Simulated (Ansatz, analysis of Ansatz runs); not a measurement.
# MgH2 (P4_2/mnm), nudged elastic band: V_H hop (2.7 Å) (q = +1), part 2 of 3

Aim: the barrier of one jump in MgH2 (P4_2/mnm) at charge +1: V_H hop (2.7 Å). The model is a cell of 72 host atoms with 1 H taken out; H is the atom that moves.

Ansatz 0.2.0; plane-wave PAW DFT, PBEsol; nudged elastic band between two relaxed defect structures at fixed charge in a uniform background.

So far: Set-up; Relaxation of the start point, charge +1.

## Step 3: Relaxation of the end point, charge +1

Level of this step: plane-wave PAW DFT, PBEsol; relaxation of all atoms of a defect supercell at fixed charge in a uniform background (Ansatz).

The end point is relaxed in the same cell and settings, so that the two energies compare. Atoms more than 3.2 Å from the middle of the hop start where the first relaxation left them, the nearer ones on or close to their ideal places, with small random displacements.

File qp1_c72k1s.end/input.yaml:

```yaml
crystal:
  lattice:
    - [8.95437022, 0.0, 0.0]
    - [0.0, 8.95437022, 0.0]
    - [0.0, 0.0, 9.02322147]
  atoms:
    - { symbol: Mg, position: [0.24877084, 0.25028415, 0.16641654] }
    - { symbol: Mg, position: [0.00712165, -0.00706337, 0.0001851] }
[... 22 atom lines left out ...]
    - { symbol: Mg, position: [0.25, 0.75, 0.5] }
[... 1 atom line left out ...]
    - { symbol: H, position: [0.34777186, 0.84777186, 0.33333333] }
    - { symbol: H, position: [0.15222814, 0.65222814, 0.33333333] }
    - { symbol: H, position: [0.09777186, 0.90222814, 0.5] }
    - { symbol: Mg, position: [0.25, 0.75, 0.83333333] }
[... 1 atom line left out ...]
    - { symbol: H, position: [0.402214, 0.597786, 0.5] }
    - { symbol: H, position: [0.40222814, 0.59777186, 0.83333333] }
    - { symbol: H, position: [0.15222814, 0.65222814, 0.66666667] }
[... 14 atom lines left out ...]
    - { symbol: Mg, position: [0.5, 0.0, 0.66666667] }
[... 15 atom lines left out ...]
    - { symbol: H, position: [0.59777186, 0.90222814, 0.5] }
[... 1 atom line left out ...]
    - { symbol: Mg, position: [0.5, 0.5, 0.66666667] }
[... 2 atom lines left out ...]
    - { symbol: H, position: [0.65222814, 0.65222814, 0.66666667] }
    - { symbol: H, position: [0.59620676, 0.90170768, 0.83220403] }
total_charge: 1
basis:
  ecutwfc: 420
  xc_grid: 2
hamiltonian:
  xc: pbesol
kpoints:
  mp_grid: { grid: [1, 1, 1], shift: [0.25, 0.25, 0.25] }
scf:
  occupations: { method: fixed }
  max_iter: 150
output:
  forces: true
relax:
  f_tol: 0.02
  max_steps: 70
  random_displacement: { amplitude: 0.01, seed: 3918 }
```

Launch:

```
$ ansatz run input.yaml --threads 32 --pin off --max-ram 84787MiB --backend cuda --events-out ev --progress --plain --runs-dir out --max-vram 78GiB
```

Numbers of over 12 decimals in the logs are rounded to 6 here.

Log:

```text
[...]
Crystal: 71 atoms, lattice volume = 723.489 Å³
Basis set: ecut = 420 eV, 14111 PW (Γ), exchange–correlation on 120×120×128 points (8 copies of the dense FFT grid, shifted against one another)
Bands: 214, of which v1, the nominal top of the filled ones, is band 143 counted from 1 (142 counted from 0)
Symmetry: 1 space group operations
k-points: 1
[...]
SCF iter   1: F=—  HF=-46640.445785 eV  |F-HF|=—  |Δ(HF+E_count)|=         —  Δρ=1.06e-2  dr2=9.79e-1  ethr=1.77e-3  ⟨swp⟩=5.0  Hψ=706  notcnv=0  defer=69
[...]
SCF iter   4: F=—  HF=-46640.063831 eV  |F-HF|=—  |Δ(HF+E_count)|=   3.78e-4  Δρ=1.91e-4  dr2=2.90e-4  ethr=2.03e-6  ⟨swp⟩=2.0  Hψ=304  notcnv=0  defer=38
[...]
SCF iter   6: F=-46640.063865 eV  HF=-46640.063865 eV  |F-HF|=1.25e-7  |Δ(HF+E_count)|=   2.46e-6  Δρ=9.64e-6  dr2=8.94e-7  ethr=3.50e-9  ⟨swp⟩=4.0  Hψ=505  notcnv=0
SCF 1 converged in 6 iterations: F = -46640.063865 eV  dr2 = 8.94e-7
[...]
- { symbol: Mg, position: [-0.004469, 0.495465, 0.002963] }
    - { symbol: H, position: [0.343773, 0.843822, -0.004001] }
    - { symbol: H, position: [0.403455, 0.598733, 0.166664] }
    - { symbol: H, position: [0.146525, 0.646032, 0.013739] }
    - { symbol: H, position: [0.098739, 0.903058, 0.166693] }
    - { symbol: Mg, position: [0.231041, 0.730804, 0.484016] }
    - { symbol: Mg, position: [-0.004456, 0.495445, 0.330511] }
[...]
- { symbol: Mg, position: [0.230834, 0.730964, 0.849177] }
    - { symbol: Mg, position: [-0.000563, 0.499420, 0.666689] }
[...]
- { symbol: Mg, position: [0.743319, 0.243221, 0.166736] }
    - { symbol: Mg, position: [0.495970, -0.004035, -0.001514] }
[...]
- { symbol: Mg, position: [0.751192, 0.750145, 0.500322] }
    - { symbol: Mg, position: [0.501808, 0.500559, 0.332875] }
[...]
- { symbol: Mg, position: [0.751029, 0.750212, 0.833101] }
    - { symbol: Mg, position: [0.503638, 0.500529, 0.666611] }
    - { symbol: H, position: [0.848595, 0.850807, 0.666843] }
    - { symbol: H, position: [0.909743, 0.603061, 0.833960] }
    - { symbol: H, position: [0.658538, 0.649202, 0.666530] }
    - { symbol: H, position: [0.589686, 0.896331, 0.825947] }
[key lines of the parts left out:]
SCF converged after 5 iterations
```

It took 2.6 s on 1 × NVIDIA GB200 with 32 threads of Arm Neoverse V2, shared host; peak memory 1.1 GiB.

The steps of the relaxation:

```
step  energy less that of the first step (eV)  largest force component (eV/Å)
   1                                   0.0000                          1.1920
   2                                  -0.7891                          0.2991
   3                                  -0.9968                          0.0530
   4                                  -1.0042                          0.0055
```

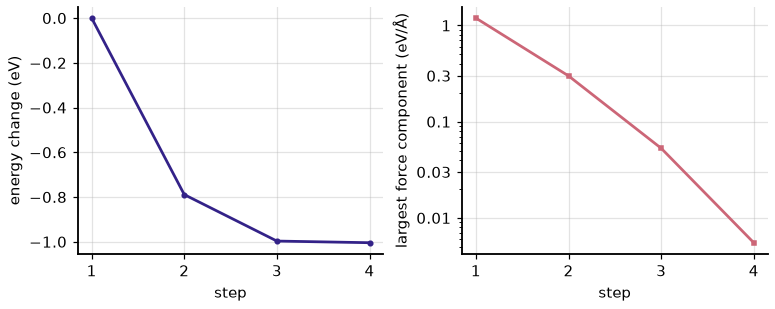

Energy and largest force along the relaxation.

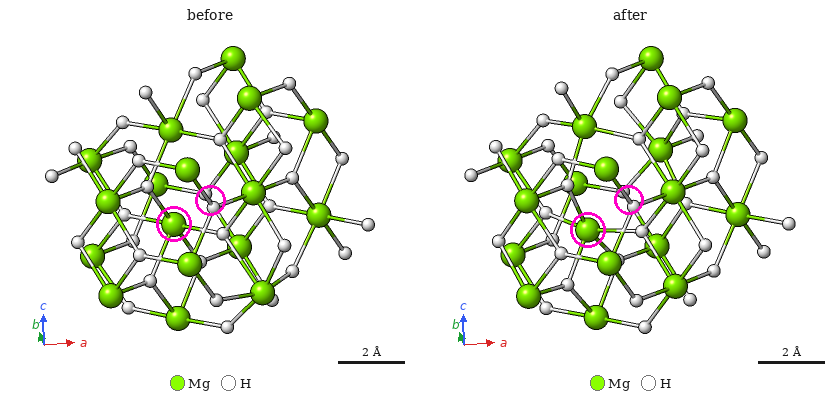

Before and after: the atoms that start within 5 Å of the centre. Mg25, which moves most, is ringed if it is among them. A ring with no atom in it marks the empty centre.

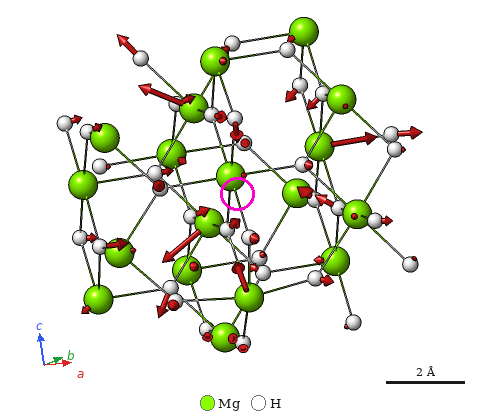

Displacements in the relaxation from the typed sites near the centre, exaggerated; the longest in the cell stands for 0.28 Å. A ring marks the centre wherever it is empty.

The atoms that moved most (Å, from the sites as typed, ahead of the random displacement):

```
atom      dx      dy      dz  length
Mg25  -0.170  -0.172  -0.144   0.282
Mg30  -0.172  -0.171   0.143   0.281
Mg61  -0.155   0.176   0.140   0.273
Mg49   0.192   0.191   0.002   0.271
 H23  -0.087  -0.037   0.123   0.155
 H52   0.146   0.035  -0.003   0.150
 H53  -0.047   0.072  -0.122   0.149
 H28  -0.051  -0.056  -0.127   0.147
```

Neighbours of H32 at the end:

```
atom  distance (Å)
Mg25         1.912
Mg67         1.971
Mg61         2.009
 H47         2.523
 H27         2.648
 H34         2.690
 H64         2.725
 H70         2.740
 H15         2.786
```

This step gave:

```
free energy                                                                                       : -46641.0680 eV
r.m.s. move of the farther half of the atoms                                                      : 0.04816 Å
largest move from the ideal geometry of this structure, a common shift of the far atoms taken out : 0.2823 Å
```

The relaxation gained 1.004 eV and ended with a largest force component of 0.0055 eV/Å. The end lies 0.010 eV above the start.

## Step 4: Nudged elastic band, charge +1

3 movable images are laid between the ends on a pair-potential path, which keeps atoms from colliding in the first guess. Each image feels the true force across the path and a spring force along it. The highest image is set to climb to the top of the path.

This step: plane-wave PAW DFT, PBEsol; nudged elastic band between two relaxed defect structures at fixed charge in a uniform background.

File qp1_c72k1s.neb/input.yaml:

```yaml
crystal:
  lattice:
    - [8.95437022, 0.0, 0.0]
    - [0.0, 8.95437022, 0.0]
    - [0.0, 0.0, 9.02322147]
  atoms:
    - { symbol: Mg, position: [0.24835257, 0.250741, 0.166188] }
    - { symbol: Mg, position: [0.00670338, -0.00660651, -4.344e-05] }
    - { symbol: H, position: [0.34679277, 0.34880095, 9.042e-05] }
    - { symbol: H, position: [0.40024285, 0.09769541, 0.16782142] }
    - { symbol: H, position: [0.15269866, 0.15060029, -0.00017675] }
    - { symbol: H, position: [0.09798888, 0.40432551, 0.16795685] }
    - { symbol: Mg, position: [0.24643229, 0.25038297, 0.49984408] }
    - { symbol: Mg, position: [-0.00543715, 0.0054381, 0.3308046] }
    - { symbol: H, position: [0.34616961, 0.3569529, 0.33623561] }
    - { symbol: H, position: [0.3991632, 0.09835278, 0.49982431] }
    - { symbol: H, position: [0.15102448, 0.15387255, 0.33278029] }
    - { symbol: H, position: [0.09131555, 0.39896714, 0.49981885] }
    - { symbol: Mg, position: [0.24856747, 0.25091054, 0.83370709] }
    - { symbol: Mg, position: [-0.00535167, 0.00552782, 0.66908127] }
    - { symbol: H, position: [0.34576456, 0.35775265, 0.66342139] }
    - { symbol: H, position: [0.40032125, 0.09796855, 0.83198607] }
    - { symbol: H, position: [0.15164993, 0.153475, 0.66702708] }
    - { symbol: H, position: [0.09834678, 0.40438123, 0.83220195] }
    - { symbol: Mg, position: [0.25404207, 0.74620825, 0.16830035] }
    - { symbol: Mg, position: [-0.00026437, 0.50171347, 7.7e-05] }
    - { symbol: H, position: [0.34943748, 0.8444297, -3.013e-05] }
    - { symbol: H, position: [0.40636236, 0.59427312, 0.17064835] }
    - { symbol: H, position: [0.15582759, 0.65057921, -8.444e-05] }
    - { symbol: H, position: [0.10117598, 0.89922237, 0.17231028] }
    - { symbol: Mg, position: [0.2282101, 0.77201761, 0.49995311] }
    - { symbol: Mg, position: [-0.0011327, 0.50044753, 0.33362833] }
    - { symbol: H, position: [0.35385917, 0.83960027, 0.34140969] }
    - { symbol: H, position: [0.16069695, 0.64636394, 0.34087893] }
    - { symbol: H, position: [0.08581463, 0.91391804, 0.49994122] }
    - { symbol: Mg, position: [0.25391657, 0.74608831, 0.8315592] }
    - { symbol: Mg, position: [-0.00095312, 0.50018846, 0.66635171] }
    - { symbol: H, position: [0.35359125, 0.83979323, 0.65909368] }
    - { symbol: H, position: [0.40594921, 0.59387462, 0.82925373] }
    - { symbol: H, position: [0.16087521, 0.64605129, 0.65841358] }
    - { symbol: H, position: [0.10071918, 0.89878773, 0.82759189] }
    - { symbol: Mg, position: [0.75427796, 0.2455926, 0.16383648] }
    - { symbol: Mg, position: [0.49841336, 0.00041041, -0.00015088] }
    - { symbol: H, position: [0.85161629, 0.34617006, 0.00036757] }
    - { symbol: H, position: [0.90415248, 0.0959471, 0.16326245] }
    - { symbol: H, position: [0.65407516, 0.14842794, -0.00025622] }
    - { symbol: H, position: [0.60355972, 0.39634454, 0.15278279] }
    - { symbol: Mg, position: [0.75053363, 0.2497046, 0.50004533] }
    - { symbol: Mg, position: [0.49996558, 0.00116279, 0.33357747] }
    - { symbol: H, position: [0.83986517, 0.35321122, 0.33304348] }
    - { symbol: H, position: [0.89977374, 0.10056831, 0.4999624] }
    - { symbol: H, position: [0.64801105, 0.15896312, 0.33281] }
    - { symbol: H, position: [0.59122477, 0.40876059, 0.49995116] }
    - { symbol: Mg, position: [0.75455709, 0.24585819, 0.83628506] }
    - { symbol: Mg, position: [0.49975995, 0.00136347, 0.66629573] }
    - { symbol: H, position: [0.84110342, 0.35227834, 0.66729496] }
    - { symbol: H, position: [0.90435521, 0.09613255, 0.83667276] }
    - { symbol: H, position: [0.64713031, 0.16021465, 0.66699306] }
    - { symbol: H, position: [0.60367968, 0.39646622, 0.84713085] }
    - { symbol: Mg, position: [0.74918116, 0.75155773, 0.16623572] }
    - { symbol: Mg, position: [0.49653091, 0.50355067, -5.575e-05] }
    - { symbol: H, position: [0.84938134, 0.84751761, 0.00013538] }
    - { symbol: H, position: [0.90233278, 0.59999795, 0.16793841] }
    - { symbol: H, position: [0.6514062, 0.65318293, -0.00015163] }
    - { symbol: H, position: [0.59570263, 0.90178611, 0.16773047] }
    - { symbol: Mg, position: [0.74967815, 0.75365002, 0.50012174] }
    - { symbol: Mg, position: [0.5187111, 0.48126283, 0.31715403] }
    - { symbol: H, position: [0.84643073, 0.84859218, 0.33290501] }
    - { symbol: H, position: [0.90194122, 0.60110827, 0.50010188] }
    - { symbol: H, position: [0.64234006, 0.65428641, 0.33656077] }
    - { symbol: H, position: [0.60099897, 0.90868792, 0.5001078] }
    - { symbol: Mg, position: [0.74936877, 0.75177952, 0.83377235] }
    - { symbol: Mg, position: [0.51880543, 0.48136321, 0.68272518] }
    - { symbol: H, position: [0.84600519, 0.8492723, 0.66717928] }
    - { symbol: H, position: [0.90257918, 0.60003076, 0.83209087] }
    - { symbol: H, position: [0.64323606, 0.65383719, 0.66372406] }
    - { symbol: H, position: [0.59578849, 0.90216454, 0.83197549] }
total_charge: 1
basis:
  ecutwfc: 420
  xc_grid: 2
hamiltonian:
  xc: pbesol
kpoints:
  mp_grid: { grid: [1, 1, 1], shift: [0.25, 0.25, 0.25] }
scf:
  occupations: { method: fixed }
  max_iter: 150
output:
  forces: true
neb:
  images: 3
  f_tol: 0.04
  climbing: true
  initial_path: idpp
  max_iterations: 45
  order_check: false
  final_atoms:
    - { symbol: Mg, position: [0.25078506, 0.25050895, 0.16655094] }
    - { symbol: Mg, position: [0.00022474, 0.00172318, 0.00027238] }
[... 22 atom lines left out ...]
    - { symbol: Mg, position: [0.23036704, 0.7311227, 0.48379665] }
[... 1 atom line left out ...]
    - { symbol: H, position: [0.34313513, 0.8440974, 0.33731931] }
    - { symbol: H, position: [0.14588772, 0.64638785, 0.31907663] }
    - { symbol: H, position: [0.10666467, 0.9041354, 0.50287791] }
    - { symbol: Mg, position: [0.23016066, 0.73128214, 0.84895771] }
[... 1 atom line left out ...]
    - { symbol: H, position: [0.40340314, 0.60749866, 0.50284597] }
    - { symbol: H, position: [0.40362521, 0.60820539, 0.82956605] }
    - { symbol: H, position: [0.15743583, 0.65808044, 0.66638572] }
[... 14 atom lines left out ...]
    - { symbol: Mg, position: [0.52077532, 0.02166955, 0.66665373] }
[... 15 atom lines left out ...]
    - { symbol: H, position: [0.5884016, 0.89601044, 0.50772398] }
[... 1 atom line left out ...]
    - { symbol: Mg, position: [0.502964, 0.50084793, 0.6663915] }
[... 2 atom lines left out ...]
    - { symbol: H, position: [0.65786412, 0.6495207, 0.66631058] }
    - { symbol: H, position: [0.58901293, 0.89664922, 0.8257278] }
```

Log:

```text
[...]
Warning: neb: disabling space-group detection — the band's intermediate images generally break the endpoint symmetry, so the full k-mesh is solved, and no spatial operation symmetrises the density, except that a semilocal band can use its path's symmetry [...]
[...]
parallel-image band execution: 3 concurrent image workers
NEB image 0
[...]
Crystal: 71 atoms, lattice volume = 723.489 Å³
Basis set: ecut = 420 eV, 14111 PW (Γ), exchange–correlation on 120×120×128 points (8 copies of the dense FFT grid, shifted against one another)
Bands: 214, of which v1, the nominal top of the filled ones, is band 143 counted from 1 (142 counted from 0)
Symmetry: 1 space group operations
k-points: 1
[...]
SCF iter   1: F=—  HF=-46641.361930 eV  |F-HF|=—  |Δ(HF+E_count)|=         —  Δρ=1.04e-2  dr2=6.43e-1  ethr=1.77e-3  ⟨swp⟩=6.0  Hψ=605  notcnv=0  defer=68
[...]
SCF iter   2: F=—  HF=-46641.139874 eV  |F-HF|=—  |Δ(HF+E_count)|=   2.22e-1  Δρ=4.59e-3  dr2=1.47e-1  ethr=2.25e-4  ⟨swp⟩=2.0  Hψ=224  notcnv=0  defer=69
[...]
SCF iter   7: F=-46641.078304 eV  HF=-46641.078304 eV  |F-HF|=2.50e-9  |Δ(HF+E_count)|=   5.78e-7  Δρ=1.12e-6  dr2=1.58e-8  ethr=3.50e-11  ⟨swp⟩=5.0  Hψ=571  notcnv=0
SCF 1 converged in 7 iterations: F = -46641.078304 eV  dr2 = 1.58e-8
[...]
NSCF: frozen V_eff on 1 k-points
NEB image 4
[...]
SCF 2 converged in 7 iterations: F = -46641.068026 eV  dr2 = 1.55e-8
[...]
NEB end point (image 0): max|allowed force component| = 7.664e-3 eV/Å (the criterion of neb.relax_end_points is 1.000e-2)
NEB end point (image 4): max|allowed force component| = 5.499e-3 eV/Å (the criterion of neb.relax_end_points is 1.000e-2)
NEB image 1
[...]
SCF 3 converged in 7 iterations: F = -46640.710197 eV  dr2 = 1.37e-8
NEB image 2
[...]
SCF 4 converged in 7 iterations: F = -46640.369877 eV  dr2 = 9.22e-9
NEB image 3
[...]
SCF 5 converged in 7 iterations: F = -46640.656613 eV  dr2 = 1.16e-8
NEB iter   1: max|band force component| = 6.247e-1 eV/Å  barrier→ = 0.7084 eV  barrier← = 0.6981 eV  Δτ_max = 0.2000 Å  (35 SCF iters)
NEB image 1
[...]
SCF 6 converged in 7 iterations: F = -46640.839761 eV  dr2 = 6.15e-9
NEB image 2
[...]
SCF 7 converged in 6 iterations: F = -46640.583281 eV  dr2 = 9.40e-8
NEB image 3
[...]
SCF 8 converged in 7 iterations: F = -46640.808038 eV  dr2 = 6.23e-9
[...]
SCF 9 converged in 6 iterations: F = -46640.892260 eV  dr2 = 1.98e-8
[...]
SCF 10 converged in 6 iterations: F = -46640.674178 eV  dr2 = 1.49e-8
[...]
SCF 11 converged in 6 iterations: F = -46640.852908 eV  dr2 = 1.19e-8
[...]
SCF 12 converged in 5 iterations: F = -46640.911908 eV  dr2 = 2.69e-8
[...]
SCF 13 converged in 5 iterations: F = -46640.702972 eV  dr2 = 8.75e-8
[...]
SCF 14 converged in 5 iterations: F = -46640.842055 eV  dr2 = 2.30e-8
[...]
SCF 15 converged in 5 iterations: F = -46640.904461 eV  dr2 = 3.26e-8
[...]
SCF 16 converged in 5 iterations: F = -46640.705711 eV  dr2 = 5.93e-8
[...]
SCF 17 converged in 5 iterations: F = -46640.848304 eV  dr2 = 8.15e-9
[...]
SCF 18 converged in 5 iterations: F = -46640.902218 eV  dr2 = 6.45e-9
[...]
SCF 19 converged in 5 iterations: F = -46640.708745 eV  dr2 = 9.98e-9
[...]
SCF 20 converged in 5 iterations: F = -46640.855521 eV  dr2 = 2.42e-9
[...]
SCF converged after 5 iterations
[...]
- { symbol: H, position: [0.343405, 0.365855, 0.663322] }
    - { symbol: H, position: [0.396998, 0.090252, 0.822951] }
    - { symbol: H, position: [0.150351, 0.160523, 0.666762] }
    - { symbol: H, position: [0.098199, 0.405436, 0.834840] }
    - { symbol: Mg, position: [0.253481, 0.747746, 0.166224] }
    - { symbol: Mg, position: [-0.005210, 0.495522, 0.002937] }
    - { symbol: H, position: [0.344000, 0.841302, -0.004850] }
    - { symbol: H, position: [0.406557, 0.594375, 0.167990] }
    - { symbol: H, position: [0.145669, 0.647769, 0.008825] }
    - { symbol: H, position: [0.099011, 0.899969, 0.168775] }
    - { symbol: Mg, position: [0.226277, 0.749918, 0.492718] }
    - { symbol: Mg, position: [-0.004129, 0.495251, 0.332571] }
    - { symbol: H, position: [0.345597, 0.842558, 0.334084] }
    - { symbol: H, position: [0.157623, 0.640130, 0.331578] }
    - { symbol: H, position: [0.101971, 0.914107, 0.501926] }
    - { symbol: Mg, position: [0.236314, 0.728790, 0.839688] }
    - { symbol: Mg, position: [-0.004995, 0.497345, 0.667124] }
    - { symbol: H, position: [0.402161, 0.716412, 0.599732] }
    - { symbol: H, position: [0.398281, 0.596945, 0.845379] }
    - { symbol: H, position: [0.137889, 0.657331, 0.666241] }
    - { symbol: H, position: [0.112114, 0.905034, 0.825253] }
    - { symbol: Mg, position: [0.747179, 0.239596, 0.164413] }
    - { symbol: Mg, position: [0.493475, -0.003867, -0.003593] }
    - { symbol: H, position: [0.844616, 0.344561, 0.002419] }
    - { symbol: H, position: [0.902733, 0.095822, 0.164554] }
    - { symbol: H, position: [0.648137, 0.147366, -0.006301] }
    - { symbol: H, position: [0.602077, 0.395350, 0.158098] }
    - { symbol: Mg, position: [0.748557, 0.254503, 0.499019] }
    - { symbol: Mg, position: [0.496226, -0.004572, 0.332217] }
    - { symbol: H, position: [0.838237, 0.349576, 0.331070] }
    - { symbol: H, position: [0.900119, 0.101102, 0.498307] }
    - { symbol: H, position: [0.642196, 0.156851, 0.336447] }
    - { symbol: H, position: [0.588755, 0.418146, 0.504018] }
    - { symbol: Mg, position: [0.749851, 0.253395, 0.834226] }
    - { symbol: Mg, position: [0.516517, 0.006139, 0.663438] }
    - { symbol: H, position: [0.843757, 0.349485, 0.665857] }
    - { symbol: H, position: [0.903421, 0.099420, 0.835238] }
    - { symbol: H, position: [0.652360, 0.162277, 0.665321] }
    - { symbol: H, position: [0.596730, 0.404793, 0.830932] }
    - { symbol: Mg, position: [0.751610, 0.753243, 0.166747] }
    - { symbol: Mg, position: [0.503116, 0.498736, -0.000546] }
    - { symbol: H, position: [0.851102, 0.849949, -0.000630] }
    - { symbol: H, position: [0.899852, 0.597123, 0.168980] }
    - { symbol: H, position: [0.654450, 0.653182, 0.000995] }
    - { symbol: H, position: [0.596608, 0.903033, 0.164495] }
    - { symbol: Mg, position: [0.754140, 0.752687, 0.500954] }
    - { symbol: Mg, position: [0.515890, 0.489145, 0.320340] }
    - { symbol: H, position: [0.850760, 0.848585, 0.333688] }
    - { symbol: H, position: [0.903104, 0.598724, 0.497563] }
    - { symbol: H, position: [0.644552, 0.659059, 0.336078] }
    - { symbol: H, position: [0.605375, 0.908122, 0.498713] }
    - { symbol: Mg, position: [0.755382, 0.750647, 0.834890] }
    - { symbol: Mg, position: [0.499299, 0.518856, 0.674616] }
    - { symbol: H, position: [0.853361, 0.850465, 0.667987] }
    - { symbol: H, position: [0.903637, 0.597141, 0.835829] }
    - { symbol: H, position: [0.663601, 0.652525, 0.668525] }
    - { symbol: H, position: [0.590523, 0.893476, 0.826703] }
```

Elapsed: 6 s, on 1 × NVIDIA GB200 with 32 threads; peak memory 1.4 GiB; 18 s of CPU time.

[end of part 2 of 3]

[Logs are printed without paths, hosts, clocks, repeated set-up lines and the standing remarks that a program may print on its own settings, such as how far it seeks lower states.]

[Hosts, paths, dates, database ids (printed as entryN), source tags and the programs' standing remarks are cut or masked in the printed files.]
